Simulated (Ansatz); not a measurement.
# Fields on a plane of Re (hcp, Mg type)

```
CELL_PARAMETERS angstrom
      2.75083     0.00000     0.00000
     -1.37541     2.38229     0.00000
      0.00000     0.00000     4.44144
ATOMIC_POSITIONS crystal
  Re 0.33333 0.66667 0.75000
  Re 0.66667 0.33333 0.25000
```

The slice is a (-1 1 0 2) plane (indices of the conventional cell) through the point (0.333, 0.667, 0.750) (fractional), spanned by u = [110] and v = [1 -1 1] in vectors of this cell: u (2.75 Å) and v (6.51 Å, at 90° to u). It covers one period; positions are fractions (u, v).

Atoms on it: Re at (0.00, 0.00). Other atoms lie within 1 Å of the plane.

Level of theory: PBEsol (plane waves to 420 eV, PAW, scalar-relativistic; Ansatz, a quantum-chemistry and plane-wave program). k mesh 19×19×11. Near the nuclei the fields are pseudised (PAW); where an atom keeps semicore shells as valence, they peak there. Re is run without spin polarisation. Re was relaxed with its symmetry unable to fall. Spin-orbit coupling is left out, though Re is heavy.

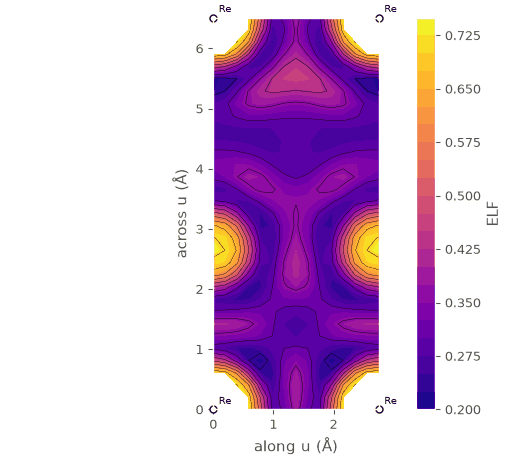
Figure: Electron localisation function (ELF), one period of the plane, atoms marked. Points within 0.5 Å of a nucleus are left white, as the pseudised field means little there.

```
|@@@%+-:.:-+%@@|
|@@%#=:...:=#%@|
|%#*+-:...:-+*#|
|++=-:.....:-=+|
|-:::.......:::|
|..............|
|   .........  |
|    ..:::..   |
|    .:::::.   |
|    .:::::.   |
|   ..:::::..  |
|   ...:::...  |
|..............|
|:::.........::|
|---:.......:--|
|*+=-:.....:-=+|
|##*=-:...:-=*#|
|%%#+-:...:-+#%|
|%%#+-:...:-+#%|
|%%#+-:...:-+#%|
|##*=:.....:=*#|
|++=-:.. ..:-=+|
|--::.     .::-|
|::..       ..:|
|....       ...|
|::..       ..:|
|--:..     ..:-|
|++=-:.   .:-=+|
|%#*+-:...:-+*#|
|@@%#=:...:=#%@|
|@@@%+-:.:-+%@@|
|@@@%*-:.:-*%@@|
```
Scale: ten equal steps from -0.65 (start of ' ') to 0.84 (end of '@'), in the order ' .:-=+*#%@'. Values: log₁₀ of the valence density in e/Å³. The map has 14 points along u (one character each, u = 0 at the left) and 32 along v (v = 0 in the bottom row). The scale is logarithmic, as a density can span decades between atoms and voids.

- Density on the Re–Re line (2.75 Å) at its midpoint: 0.43 e/Å³
- ELF at that point: 0.38
